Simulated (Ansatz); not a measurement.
The starting structures come from a database of crystals and need not be the phases stable at ambient conditions.

 Where the default PAW files enter, the runs use the earlier of Ansatz's two default sets.

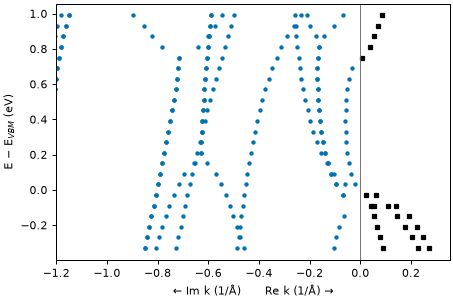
Complex bands at the centre of the two-dimensional zone; PBEsol run with Ansatz (an electronic-structure program)

The gap is the functional's own, uncorrected, and κ follows it; spin-orbit coupling is left out. Mid-gap values are interpolated between the computed energies.

Q: This is Ca(CdP)2 (P-3m1, not sure to be the ambient phase, 5 atoms a cell, 22.5 Å³ an atom, -2 GPa at this level) along the normal of (100). Read off the slowest decay at the centre of the two-dimensional zone at 0.39 eV, the computed energy nearest the middle of the gap.

A: κ ≈ 0.06 1/Å, a decay length 1/(2κ) of the density of 8.5 Å.
